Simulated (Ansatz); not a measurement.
C4H4Ge

The calculation's input:

```
crystal:
  periodic: [false, false, false]
  atoms:
    - symbol: C
      position_ang: [-1.607235, -1.787807, -1.090080]
    - symbol: C
      position_ang: [-0.760030, -1.866430, -2.316126]
    - symbol: C
      position_ang: [-0.784513, -0.807009, -3.142883]
    - symbol: C
      position_ang: [-2.323806, -0.664194, -0.915406]
    - symbol: Ge
      position_ang: [-2.012510, 0.615325, -2.432509]
    - symbol: H
      position_ang: [-1.613805, -2.633872, -0.390163]
    - symbol: H
      position_ang: [-0.159975, -2.768712, -2.493831]
    - symbol: H
      position_ang: [-0.195299, -0.777890, -4.063840]
    - symbol: H
      position_ang: [-2.971761, -0.520290, -0.046140]
basis:
  gaussian:
    orbitals: def2-TZVPD
output: {forces: true, orbitals: {seedname: orbitals}}
hamiltonian:
  xc: {name: PBE0}
```

Run with:

```sh
ansatz run input.yaml --threads 2 --pin off --max-ram 5220MiB --events-out events.jsonl --progress --plain --runs-dir runs
```

Geometry: PBE0-D4/def2-SVP.

The calculation used Ansatz, isolated molecule in a Gaussian basis; Kohn-Sham density functional theory, functional PBE0.

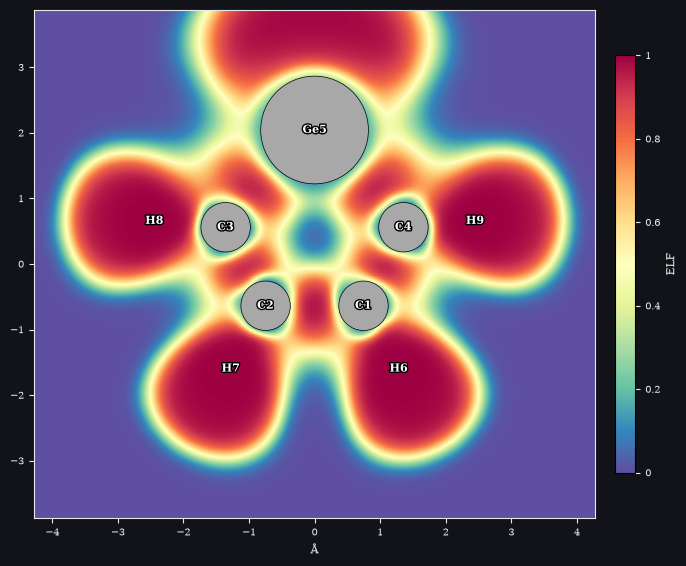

Figure 1. ELF on the molecular plane. Grey discs cover the atomic cores.

Question: Interpret the plot.

Answer: The plane passes through C, Ge and H nuclei. C–C (1.34 Å): the ELF peaks at about 0.95 between the atoms; a short, multiple covalent bond. C–Ge (2.01 Å): the ELF peaks at about 0.95 in the valence shell of C, 0.7 Å from its nucleus, and is about 0.70 at the midpoint. C–H (1.09 Å): the ELF climbs to about 1 towards the hydrogen, as it does in any bond to H; a covalent bond by its length. C–C (1.49 Å): the ELF peaks at about 0.95 between the atoms (a shared electron pair).

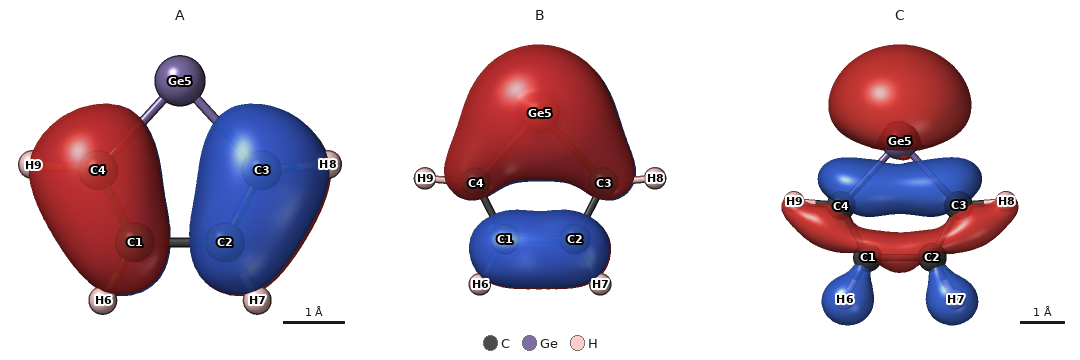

Figure 2. Three frontier orbitals at ±0.08 Å⁻³ᐟ² (blue and red are the two phases), in no order.

Question: Order the three orbitals by energy and name them.

Answer: A is the HOMO−1 (−6.75 eV). It lies mainly on C3 (about 25 %), C4 (about 25 %), C1 (about 15 %) and C2 (about 15 %); it changes sign across the molecular plane (π type); π-bonding across C1–C4 and C2–C3; π-antibonding (a node) across C1–C2. C is the HOMO (−6.39 eV). Its weight (Hirshfeld) is mainly on Ge5 (about 65 %), C3 (about 10 %) and C4 (about 10 %); it is symmetric in the molecular plane (an in-plane orbital: σ, lone-pair or in-plane π type). B is the LUMO (−3.24 eV). By Hirshfeld shares it lies mainly on Ge5 (about 60 %), C1 (about 10 %), C2 (about 10 %), C3 (about 10 %) and C4 (about 10 %); it changes sign across the molecular plane (π type); π-bonding across C1–C2; π-antibonding (a node) across C1–C4 and C2–C3.

Question: What is the HOMO–LUMO gap?

Answer: 3.15 eV between the orbital energies.

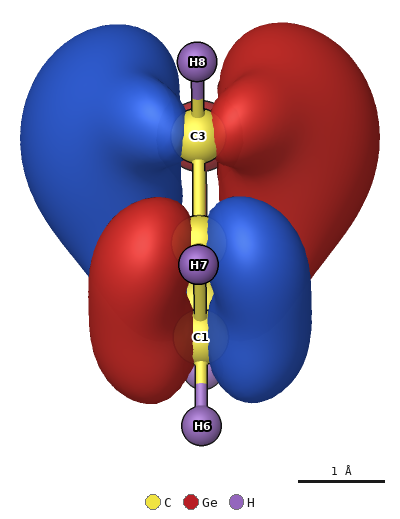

Figure 3. The LUMO at ±0.1 Å⁻³ᐟ² (red and blue are the two phases), seen at an oblique angle.

Question: Describe this orbital and give its energy.

Answer: It lies mainly on Ge5 (about 60 %), C1 (about 10 %), C2 (about 10 %), C3 (about 10 %) and C4 (about 10 %); it changes sign across the molecular plane (π type); π-bonding across C1–C2; π-antibonding (a node) across C1–C4 and C2–C3. Its energy is −3.24 eV.
